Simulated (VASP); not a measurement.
**A VASP study of Sc2SiO (r2SCAN): structure first, properties next**

Aim: relax Sc2SiO, then compute properties on the relaxed cell. The steps: rough relaxation of the start cell, full relaxation (r2SCAN), density, ELF and potential (r2SCAN), bands along the symmetry lines (r2SCAN) and density of states (r2SCAN). The cell is invented: it takes the structure of a Materials Project entry for Sc2CO (space group 166 there), with some of its atoms replaced by other elements, volume scaled by an estimate. It may not be a known or stable phase.

Program: VASP 6.6.1. Level of theory: r2SCAN; plane waves and PAW (Sc_sv, Si, O); invented cell. Results are calculated unless marked as measured.

### Step 1. Starting point

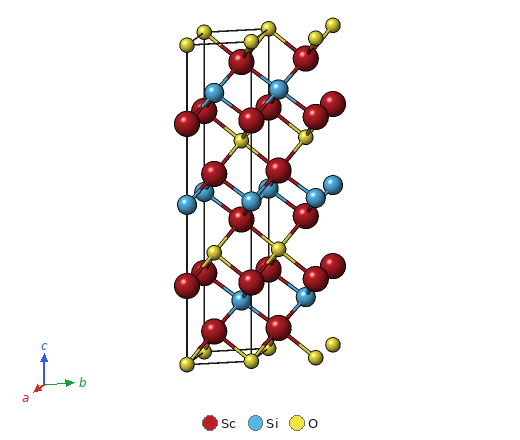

The starting structure, seen slightly off an axis (scandium red, silicon blue, oxygen yellow). 1×2×1 cells are drawn. This picture shows the conventional cell, with its axes. Bonds to atoms that aren't drawn are left out. Some periodic images of atoms are drawn too.

### Step 2. Rough relaxation of the start cell

The start is only an estimate, so a cheap relaxation brings it near a minimum before any careful run. r2SCAN adds the kinetic-energy density, costs more than a GGA and is run with LASPH.

Input file INCAR:

```
SYSTEM = Sc2SiO
PREC = Normal
ENCUT = 520
EDIFF = 1E-05
NELM = 60
ISMEAR = 0
SIGMA = 0.05
LREAL = .FALSE.
ALGO = Normal
METAGGA = R2SCAN
LASPH = .TRUE.
NBANDS = 22
LORBIT = 11
LWAVE = .FALSE.
LCHARG = .FALSE.
KPAR = 2
IBRION = 2
NSW = 40
ISIF = 3
EDIFFG = -0.04
```

Input file POSCAR:

```
Sc2SiO
1.0
    1.6873390000      0.9741850000      5.5052360000
   -1.6873390000      0.9741850000      5.5052360000
    0.0000000000     -1.9483710000      5.5052360000
Sc Si O
2 1 1
Direct
    0.2464140400      0.2464140400      0.2464140400
    0.7535859600      0.7535859600      0.7535859600
    0.5000000000      0.5000000000      0.5000000000
    0.0000000000      0.0000000000      0.0000000000
```

Input file KPOINTS:

```
Automatic mesh
0
Gamma
6 6 6
0 0 0
```

PAW data sets: Sc_sv, Si and O (PBE family, release 64).

The run is started by

```bash
> mpirun -np 2 vasp_std
```

What it wrote:

```text
[banner, memory and clock lines left out]
running    2 mpi-ranks, on    1 nodes
 distrk:  each k-point on    1 cores,    2 groups
 distr:  one band on    1 cores,    1 groups

 POSCAR found type information on POSCAR ScSiO
 POSCAR found :  3 types and       4 ions
|                                                                             |
|               ----> ADVICE to this user running VASP <----                  |
|                                                                             |
|     You enforced a specific xc type in the INCAR file but a different       |
|     [... a line on the potential file left out ...]
|     I HOPE YOU KNOW WHAT YOU ARE DOING!                                     |
|                                                                             |

 LDA part: xc-table for (None), standard interpolation
 POSCAR, INCAR and KPOINTS ok, starting setup
 FFT: planning ... GRIDC
 FFT: planning ... GRID_SOFT
 FFT: planning ... GRID
 WAVECAR not read
 entering main loop
       N       E                     dE             d eps       ncg     rms          rms(c)
DAV:   1     0.450813100684E+03    0.45081E+03   -0.15425E+04  1416   0.162E+03
DAV:   2    -0.818146735920E+01   -0.45899E+03   -0.44847E+03  1688   0.620E+02
DAV:   3    -0.527980231437E+02   -0.44617E+02   -0.42266E+02  2448   0.190E+02
DAV:   4    -0.543727393690E+02   -0.15747E+01   -0.15602E+01  2280   0.310E+01
DAV:   5    -0.543905154397E+02   -0.17776E-01   -0.17759E-01  2204   0.438E+00    0.210E+01
DAV:   6    -0.420976183838E+02    0.12293E+02   -0.18071E+01  1982   0.531E+01    0.727E+00
DAV:   7    -0.421086510775E+02   -0.11033E-01   -0.14374E+00  2062   0.115E+01    0.392E+00
DAV:   8    -0.421293845622E+02   -0.20733E-01   -0.17263E-01  2056   0.424E+00    0.170E+00
DAV:   9    -0.421373407864E+02   -0.79562E-02   -0.34710E-02  2306   0.203E+00    0.333E-01
DAV:  10    -0.421361851146E+02    0.11557E-02   -0.13278E-02  2386   0.106E+00    0.187E-01
DAV:  11    -0.421358017431E+02    0.38337E-03   -0.14167E-03  2358   0.419E-01    0.596E-02
DAV:  12    -0.421358300459E+02   -0.28303E-04   -0.21955E-04  2040   0.110E-01    0.275E-02
DAV:  13    -0.421358238101E+02    0.62358E-05   -0.51355E-05  1792   0.841E-02
   1 F= -.42135824E+02 E0= -.42135047E+02  d E =-.421358E+02
 curvature:   0.00 expect dE= 0.000E+00 dE for cont linesearch  0.000E+00
 trial: gam= 0.00000 g(F)=  0.440E+01 g(S)=  0.455E+01 ort = 0.000E+00 (trialstep = 0.100E+01)
 search vector abs. value=  0.895E+01
 bond charge predicted
       N       E                     dE             d eps       ncg     rms          rms(c)
DAV:   1    -0.567035082253E+02   -0.14568E+02   -0.17451E+03  2072   0.479E+02    0.360E+01
DAV:   2    -0.476268359068E+02    0.90767E+01   -0.24709E+02  2310   0.177E+02    0.151E+01
DAV:   3    -0.437177436147E+02    0.39091E+01   -0.18318E+01  2550   0.575E+01    0.861E+00
DAV:   4    -0.430220140083E+02    0.69573E+00   -0.33263E+00  2498   0.330E+01    0.294E+00
DAV:   5    -0.429851816396E+02    0.36832E-01   -0.57713E-01  2278   0.704E+00    0.116E+00
DAV:   6    -0.429783932404E+02    0.67884E-02   -0.74654E-02  2300   0.473E+00    0.532E-01
DAV:   7    -0.429777834784E+02    0.60976E-03   -0.19842E-02  2474   0.132E+00    0.229E-01
DAV:   8    -0.429780731038E+02   -0.28963E-03   -0.11473E-03  2042   0.333E-01    0.142E-01
DAV:   9    -0.429781444685E+02   -0.71365E-04   -0.12997E-03  2252   0.281E-01    0.495E-02
DAV:  10    -0.429780906107E+02    0.53858E-04   -0.23109E-04  1952   0.100E-01    0.121E-02
DAV:  11    -0.429780883897E+02    0.22211E-05   -0.26317E-05  1540   0.531E-02
   2 F= -.42978088E+02 E0= -.42975885E+02  d E =-.842265E+00
[... from here on, the cycles between the ionic steps are left out ...]
   3 F= -.44192897E+02 E0= -.44191890E+02  d E =-.205707E+01
   4 F= -.44200248E+02 E0= -.44199307E+02  d E =-.206442E+01
   5 F= -.44200908E+02 E0= -.44200016E+02  d E =-.206508E+01
   6 F= -.44408827E+02 E0= -.44407917E+02  d E =-.207919E+00
   7 F= -.44465087E+02 E0= -.44463908E+02  d E =-.264179E+00
   8 F= -.44468635E+02 E0= -.44467057E+02  d E =-.267726E+00
   9 F= -.44528266E+02 E0= -.44527091E+02  d E =-.596310E-01
  10 F= -.44534302E+02 E0= -.44532415E+02  d E =-.656677E-01
  11 F= -.44590729E+02 E0= -.44586453E+02  d E =-.564268E-01
  12 F= -.44582086E+02 E0= -.44580999E+02  d E =-.477837E-01
  13 F= -.44672800E+02 E0= -.44671684E+02  d E =-.138498E+00
 curvature:  -0.51 expect dE=-0.170E-02 dE for cont linesearch -0.153E-02
 ZBRENT: interpolating
 opt :   2.6182  next Energy=   -44.676287 (dE=-0.142E+00)
 bond charge predicted
       N       E                     dE             d eps       ncg     rms          rms(c)
DAV:   1    -0.446770728975E+02   -0.42786E-02   -0.19228E+00  1814   0.284E+01    0.980E-01
DAV:   2    -0.446794955667E+02   -0.24227E-02   -0.17029E-01  1930   0.479E+00    0.537E-01
DAV:   3    -0.446753073901E+02    0.41882E-02   -0.90990E-03  2318   0.144E+00    0.152E-01
DAV:   4    -0.446752456889E+02    0.61701E-04   -0.67972E-04  2358   0.299E-01    0.671E-02
DAV:   5    -0.446752494592E+02   -0.37704E-05   -0.70581E-05  2144   0.108E-01
  14 F= -.44675249E+02 E0= -.44674473E+02  d E =-.140947E+00
 curvature:  -1.16 expect dE=-0.784E-03 dE for cont linesearch -0.167E-03
 trial: gam= 0.00000 g(F)=  0.101E-03 g(S)=  0.575E-03 ort =-0.429E-02 (trialstep = 0.133E+01)
 search vector abs. value=  0.676E-03
 reached required accuracy - stopping structural energy minimisation
```

Run time: 7 min. Hardware: 2 MPI ranks of Intel Xeon 6975P-C (Granite Rapids), shared host; peak memory 0.49 GiB; 14 min of CPU time.

The logs omit lines about the potential files and the build; timing stands in the text.

Parts of OUTCAR (step 2):

```text
ion  position               nearest neighbor table
   1  0.246  0.246  0.246-   3 2.35   3 2.35   3 2.35   4 2.42   4 2.42   4 2.42   2 3.28   2 3.28
                             2 3.28
   2  0.754  0.754  0.754-   3 2.35   3 2.35   3 2.35   4 2.42   4 2.42   4 2.42   1 3.28   1 3.28
                             1 3.28
   3  0.500  0.500  0.500-   1 2.35   2 2.35   1 2.35   1 2.35   2 2.35   2 2.35
   4  0.000  0.000  0.000-   2 2.42   1 2.42   2 2.42   2 2.42   1 2.42   1 2.42

  LATTYP: Found a trigonal (rhomboedric) cell.
 ALAT       =     5.8398435536
 COS(alpha) =     0.8330323789

 Subroutine GETGRP returns: Found 12 space group operations
 (whereof 12 operations were pure point group operations)

The static configuration has the point symmetry D_3d.

 Found     32 irreducible k-points:

   k-points           NKPTS =     32   k-points in BZ     NKDIM =     32   number of bands    NBANDS=     22

   dimension x,y,z NGX =    36 NGY =   36 NGZ =   36
   dimension x,y,z NGXF=    72 NGYF=   72 NGZF=   72

   ENCUT  =  520.0 eV  38.22 Ry    6.18 a.u.  10.86 10.86 10.86*2*pi/ulx,y,z

   NELECT =      32.0000    total number of electrons

 k-points in reciprocal lattice and weights: Automatic mesh
   0.00000000  0.00000000  0.00000000       0.005
   0.16666667 -0.00000000 -0.00000000       0.028
   0.33333333 -0.00000000 -0.00000000       0.028
   0.50000000  0.00000000  0.00000000       0.014
   0.16666667  0.16666667 -0.00000000       0.028
   0.33333333  0.16666667  0.00000000       0.056
   0.50000000  0.16666667 -0.00000000       0.056
  -0.33333333  0.16666667 -0.00000000       0.056
  -0.16666667  0.16666667  0.00000000       0.028
[...]
-0.33333333  0.50000000  0.33333333       0.028
   0.50000000  0.50000000  0.50000000       0.005

 average (electrostatic) potential at core
       1 -48.2156       2 -48.2156       3 -85.0776       4 -74.1675

 E-fermi :   7.4213

 k-point     1 :       0.0000    0.0000    0.0000
  band No.  band energies     occupation
    ...
     11      -0.4840      2.00000
     12       0.8895      2.00000
     13       0.8895      2.00000
     14       4.2882      2.00000
     15       6.7647      2.00000
     16       8.3710      0.00000
     17       8.3710      0.00000
     18       8.7257      0.00000
     19       9.2990      0.00000
     20       9.2990      0.00000
    ...

 k-point     2 :       0.1667   -0.0000   -0.0000
  band No.  band energies     occupation
    ...
     12       0.5551      2.00000
     13       0.8636      2.00000
     14       4.1509      2.00000
     15       6.9465      2.00000
     16       7.3156      1.99720
     17       8.2422      0.00000
     18       8.3763      0.00000
     19       8.8856      0.00000
     20       9.1815      0.00000
     21       9.4978      0.00000
    ...

 k-point     3 :       0.3333   -0.0000   -0.0000
  band No.  band energies     occupation
    ...
     12       0.4331      2.00000
     13       0.7914      2.00000
     14       4.1332      2.00000
     15       4.7218      2.00000
     16       6.6677      2.00000
     17       8.1422      0.00000
     18       8.1481      0.00000
     19       8.6192      0.00000
     20       9.8768      0.00000
     21      10.2376      0.00000
    ...

  Total        0.1544512      0.1544512      0.0004743      0.0000000     -0.0000000     -0.0000000
  in kB        4.2082989      4.2082967      0.0129234      0.0000000     -0.0000000     -0.0000000
  external PRESSURE =       2.8098396 kB  Pullay stress =       0.0000000 kB

  energy-cutoff  :      520.00
  volume of cell :       58.80
      direct lattice vectors                 reciprocal lattice vectors
     1.610020234  0.929544996  6.548506136     0.310555103  0.179299120  0.050902205
    -1.610020234  0.929544996  6.548506136    -0.310555103  0.179299120  0.050902205
     0.000000000 -1.859091116  6.548506167     0.000000000 -0.358598239  0.050902174

 POSITION                                       TOTAL-FORCE (eV/Angst)
 -----------------------------------------------------------------------------------
      0.00000     -0.00000      5.28804        -0.000000     -0.000000      0.032277
      0.00000     -0.00000     14.35748        -0.000000      0.000000     -0.032277
      0.00000     -0.00000      9.82276        -0.000000     -0.000000     -0.000000
      0.00000      1.85909     13.09701         0.000000     -0.000000      0.000000
 -----------------------------------------------------------------------------------
    total drift:                               -0.000000      0.000000      0.000000

  FREE ENERGIE OF THE ION-ELECTRON SYSTEM (eV)
  ---------------------------------------------------
  free  energy   TOTEN  =       -44.6752494592 eV

  energy  without entropy=      -44.6736957757  energy(sigma->0) =      -44.67447262

 reached required accuracy - stopping structural energy minimisation

 total charge
# of ion       s       p       d       tot
------------------------------------------
    1        2.176   6.169   1.199   9.545
    2        2.176   6.169   1.199   9.545
    3        0.798   0.878   0.000   1.677
    4        1.567   3.499   0.000   5.066
--------------------------------------------------
tot          6.718  16.716   2.399  25.832

[... 3 further parts left out ...]
```

CONTCAR:

```
Sc2SiO
   1.00000000000000
     1.6100202342538810    0.9295449964755189    6.5485061356684060
    -1.6100202342538810    0.9295449964755189    6.5485061356684060
     0.0000000000000000   -1.8590911162463695    6.5485061674348888
  Sc              Si              O
     2     1     1
Direct
     0.2691728096722931    0.2691728096722931    0.2691728102784171
     0.7308271903277069    0.7308271903277069    0.7308271897215828
     0.5000000000000000    0.5000000000000000    0.5000000000000000
     1.0000000000000000    1.0000000000000000    0.0000000000000000
```

The k-mesh is coarse for a metal. This relaxation is a rough one on cheap settings, only to bring the start near its minimum. The PAW data sets were made with PBE, which is usual practice but a small mismatch for other functionals. After so large a change of volume the plane waves of the start cell no longer fit, so the final stress carries a basis-set error. The run keeps the 12 symmetry operations of its start, so it cannot find a distortion of lower symmetry.

Relaxation path:

| step | energy less that of the first step (eV) | largest force (eV/Å) | pressure (GPa) | volume (Å³) |
| --- | --- | --- | --- | --- |
| 1 | 0.0000 | 6.7524 | 32.93 | 54.30 |
| 2 | -0.8423 | 0.8814 | -19.85 | 79.29 |
| 3 | -2.0571 | 0.8438 | -6.42 | 66.30 |
| 4 | -2.0644 | 1.0023 | -5.34 | 65.65 |
| 5 | -2.0651 | 1.1122 | -4.54 | 65.24 |
| 6 | -2.2730 | 0.6833 | -1.16 | 62.08 |
| 7 | -2.3293 | 0.3281 | 1.89 | 60.06 |
| 8 | -2.3328 | 0.1938 | 3.12 | 59.36 |
| 9 | -2.3924 | 0.0498 | -0.86 | 60.77 |
| 10 | -2.3985 | 0.0839 | -2.53 | 61.39 |
| 11 | -2.4549 | 0.3666 | -1.93 | 60.44 |
| 12 | -2.4463 | 0.4769 | 3.30 | 57.22 |
| 13 | -2.5370 | 0.1256 | -0.25 | 59.13 |
| 14 | -2.5394 | 0.0323 | 0.28 | 58.80 |

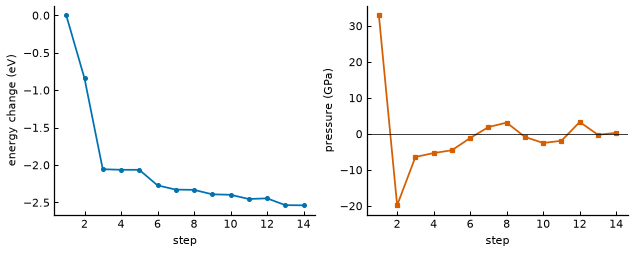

Energy and pressure along the relaxation.

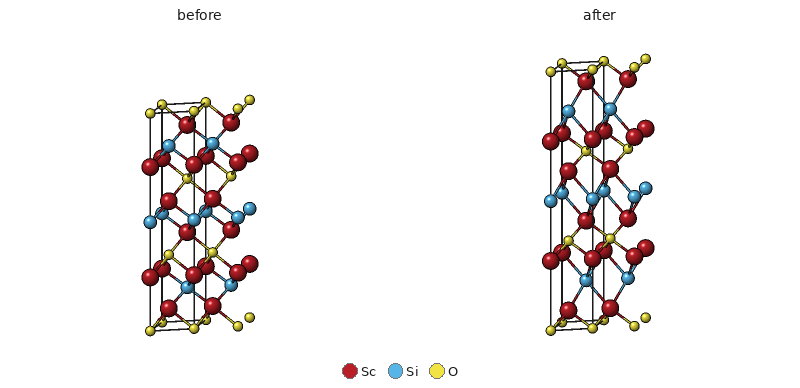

The structure before and after the relaxation, drawn at the same scale. Bonds to atoms that aren't drawn are left out.

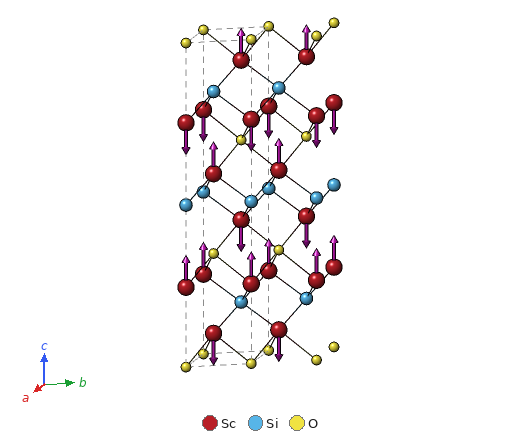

Displacements in the relaxation, exaggerated, measured against the changing cell; the longest in the cell stands for 0.45 Å. Bonds to atoms that aren't drawn are left out. 1×2×1 conventional cells are drawn. Some periodic images of atoms are drawn too.

| cell as run | before | after | change |
| --- | --- | --- | --- |
| a (Å) | 5.840 | 6.807 | +16.6 % |
| b (Å) | 5.840 | 6.807 | +16.6 % |
| c (Å) | 5.840 | 6.807 | +16.6 % |
| α (°) | 33.59 | 27.36 | -18.5 % |
| β (°) | 33.59 | 27.36 | -18.5 % |
| γ (°) | 33.59 | 27.36 | -18.5 % |
| volume (Å³/atom) | 13.57 | 14.70 | +8.3 % |

The atoms that moved most (Å, as changes of fractional coordinates times the final cell):

| atom | dx | dy | dz | length |
| --- | --- | --- | --- | --- |
| Sc2 | 0.000 | 0.000 | -0.447 | 0.447 |
| Sc1 | 0.000 | 0.000 | 0.447 | 0.447 |

Final coordinates:

```
Sc Si O
1.0
     1.61002    0.92954    6.54851
    -1.61002    0.92954    6.54851
     0.00000   -1.85909    6.54851
Sc Si O
2 1 1
Direct
  0.26917 0.26917 0.26917
  0.73083 0.73083 0.73083
  0.50000 0.50000 0.50000
  0.00000 0.00000 0.00000
```

This step gave:

```yaml
electrons: 32
bands: 22
irreducible_k_points: 32
symmetry_operations: 12
free_energy_toten: -44.68 eV
energy_at_zero_smearing: -44.67 eV
fermi_energy: 7.421 eV
pressure: 0.2810 GPa
metallic: yes
scf_cycles_over_all_ionic_steps: 106
```

It ends with a largest force of 0.032 eV/Å and a pressure of 0.28 GPa.

(Continued in part 2 of 3.)

[Lines on the potential files, build, host, timing and source positions are cut from VASP's logs without a mark.]

[Logs are printed without paths, hosts, clocks, repeated set-up lines and the standing remarks that a program may print on its own settings, such as how far it seeks lower states.]

[Hosts, paths, dates, database ids (printed as entryN), source tags and the programs' standing remarks are cut or masked in the printed files.]

[A measured line is paired with the nearest computed mode of its activity, which favours agreement.]
